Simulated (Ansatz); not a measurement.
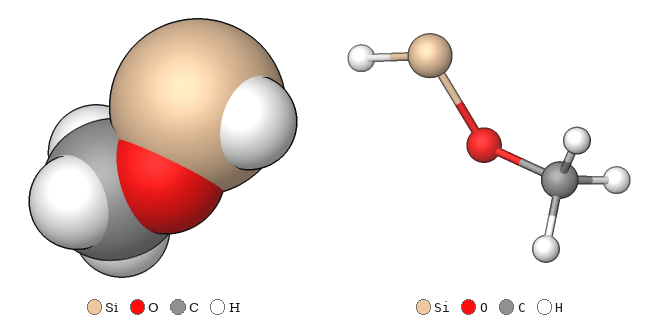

Two views of one molecule.

The geometry was computed by an optimisation with PBE0-D4/def2-TZVP.

Describe the molecule.

Formula CH₄OSi. The point group is Cs. Coordination: 1 Si bent; 1 O bent; 1 C tetrahedral.

The parts below concern this one geometry. Atoms keep their numbers from picture to picture.

### Vibrations

Harmonic vibrations computed with RKS PBE0-D4/def2-TZVP (Ansatz 0.2.0) at a stationary point of the same level.

Question: How many vibrational modes are there, and where do they lie?

Answer: 15 modes: 159, 272, 374, 769, 863, 1138, 1184, 1211, 1473, 1484, 1499, 2001, 3017, 3099, 3122 cm⁻¹.

### Dipole moment

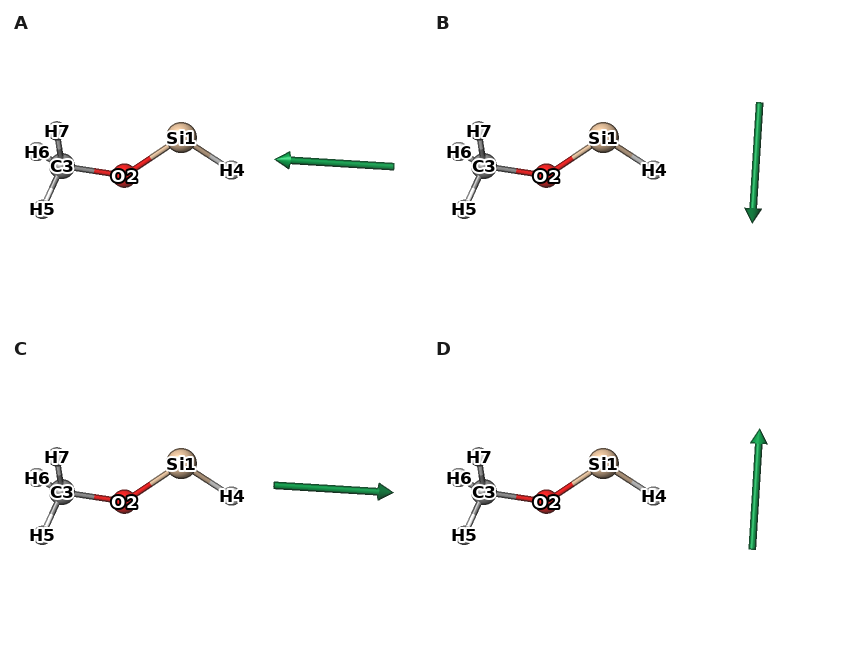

The same molecule four times, each with an arrow. Properties computed with RKS PBE0-D4/def2-TZVP (Ansatz 0.2.0).

Question: Which arrow points along the dipole moment, from the negative to the positive end?

Answer: A. The dipole moment is 1.33 D; it points from the side of H4 to the side of H5, H6, H7 (the outermost atoms at the two ends).

### Charges

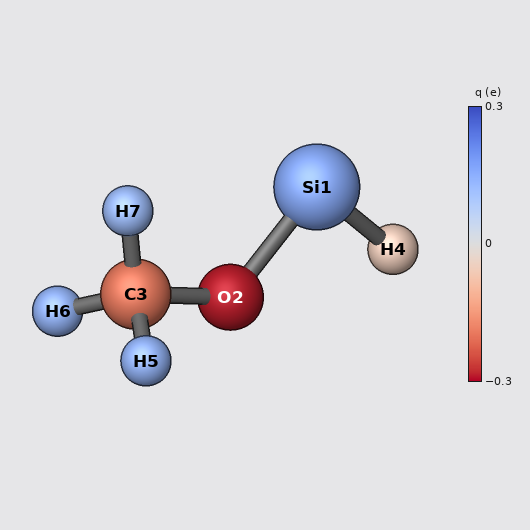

Atoms are coloured by their Mulliken charges. Level of theory: RKS PBE0-D4/def2-TZVP (Ansatz 0.2.0).

Question: Which atom carries the highest charge (most positive or least negative)?

Answer: Si1 (0.15 e).

Question: And the lowest?

Answer: O2 (−0.28 e).

List the Mulliken charges.

| atom | value (e) |
| --- | --- |
| Si1 | 0.15 |
| O2 | −0.28 |
| C3 | −0.19 |
| H4 | −0.05 |
| H5 | 0.13 |
| H6 | 0.13 |
| H7 | 0.11 |

Mulliken values depend strongly on the basis set and can even reverse the polarity of a bond.
